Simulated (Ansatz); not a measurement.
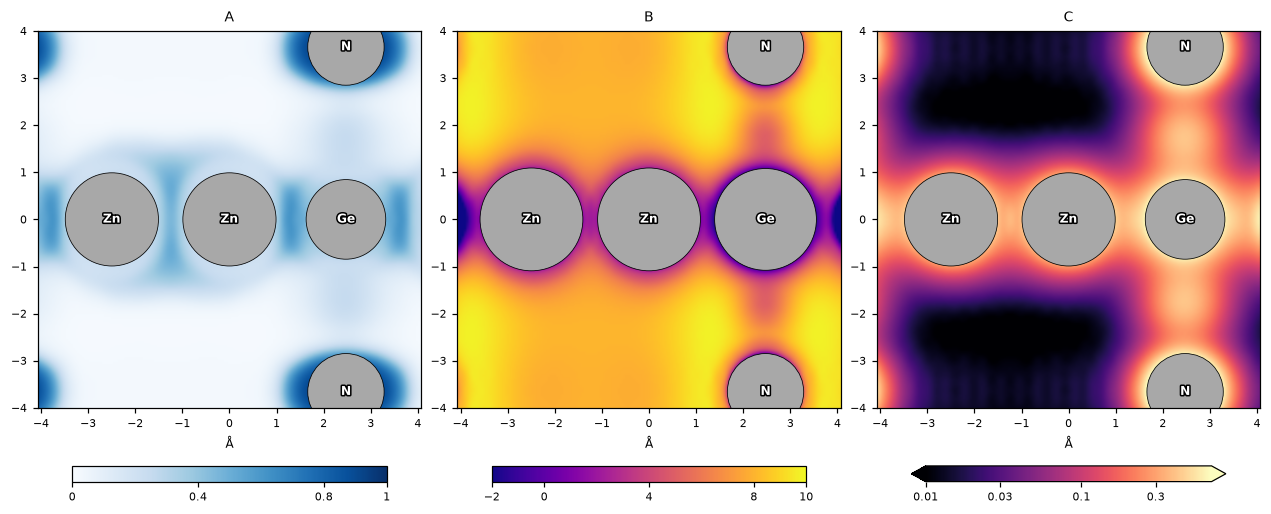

Zn₂GeN₃: 3 fields on the (110) plane of the conventional cell, with unlabelled colour scales. Grey discs cover the atomic cores.

Space group P6/mmm; a structure generated by program, which may or may not match a known phase; computed without spin polarisation.

The calculation used DFT PBE, scalar-relativistic, plane waves, PAW in Ansatz.

> Which field does each panel show? The fields are: electron localisation function, electrostatic potential energy of an electron and valence pseudo-density.

Panel A: electron localisation function. Panel B: electrostatic potential energy of an electron (low next to the atoms, rising into the space between them). Panel C: valence pseudo-density. From the grid: Zn–Ge (2.47 Å): the density is about 0.38 e/Å³ at the midpoint; the ELF peaks at about 0.60 between the atoms.
